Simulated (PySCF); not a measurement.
Molecule (SMILES): [O-][N+]#N.
Geometry (B3LYP-D3(BJ)/def2-TZVP, fixed):
```xyz
3

N      0.0000     0.0000    -1.1943
N      0.0000     0.0000    -0.0734
O      0.0000     0.0000     1.1093
```
Charge 0, spin multiplicity 1.

Basis-set convergence of the lowest singlet excitation energy at PBE with PySCF. Tamm-Dancoff approximation; the state is taken by its order, and sets in which it differs in degeneracy or brightness are left out, yet its character can still change. All functions are spherical. Density fitting with generated auxiliary sets. No added dispersion term, no relativity. Reference: the value in d-aug-cc-pVTZ, 6.911 eV, itself unsure by roughly 0.002 eV (its mean distance from aug-cc-pVQZ, aug-pcseg-2, aug-cc-pVTZ). Deviations are taken from unrounded values. Cost is core time over that of def2-SVPD, rough, on shared machines of one kind; a dash marks a row that isn't timed (too short, read off another run, short of memory, by another algorithm or on other hardware).

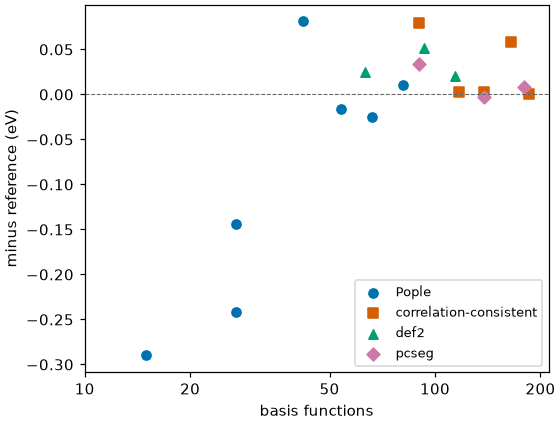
Figure: Deviation from the reference against the number of basis functions, by family of sets.

```csv
basis,functions,lowest singlet excitation energy (eV),minus reference (eV),cost
STO-3G,15,6.621,-0.290,-
3-21G,27,6.767,-0.143,-
6-31G,27,6.669,-0.242,-
6-31G**,42,6.992,0.081,0.6×
6-31+G*,54,6.895,-0.016,-
def2-SVPD,63,6.936,0.025,1×
6-311+G**,66,6.885,-0.025,1×
"6-311++G(2d,2p)",81,6.921,0.010,1×
cc-pVTZ,90,6.990,0.079,2×
pcseg-2,90,6.944,0.034,2×
def2-TZVPP,93,6.962,0.052,2×
def2-TZVPPD,114,6.931,0.020,3×
jun-cc-pV(T+d)Z,117,6.914,0.003,3×
aug-cc-pVTZ,138,6.914,0.003,3×
aug-pcseg-2,138,6.908,-0.002,3×
cc-pVQZ,165,6.969,0.058,5×
pcseg-3,180,6.919,0.009,6×
d-aug-cc-pVTZ,186,6.911,0.000,5×
```
